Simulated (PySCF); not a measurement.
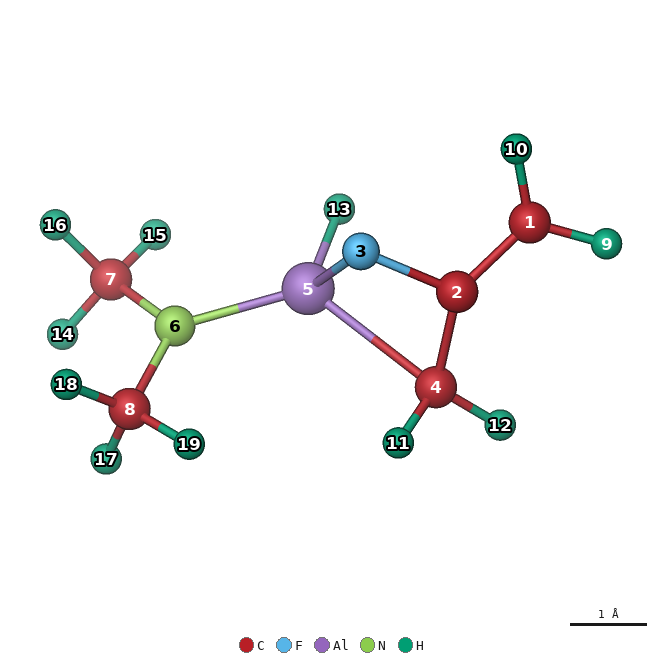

Orthographic view. Distant atoms are faded towards the background colour. Geometry: a frame of a GFN2-xTB molecular-dynamics simulation, not a minimum.

Write the connection table.

C1: C2, H9, H10
C2: C1, F3, C4
F3: C2, Al5
C4: C2, Al5, H11, H12
Al5: F3, C4, N6, H13
N6: Al5, C7, C8
C7: N6, H14, H15, H16
C8: N6, H17, H18, H19
(terminal hydrogens appear only as neighbours)
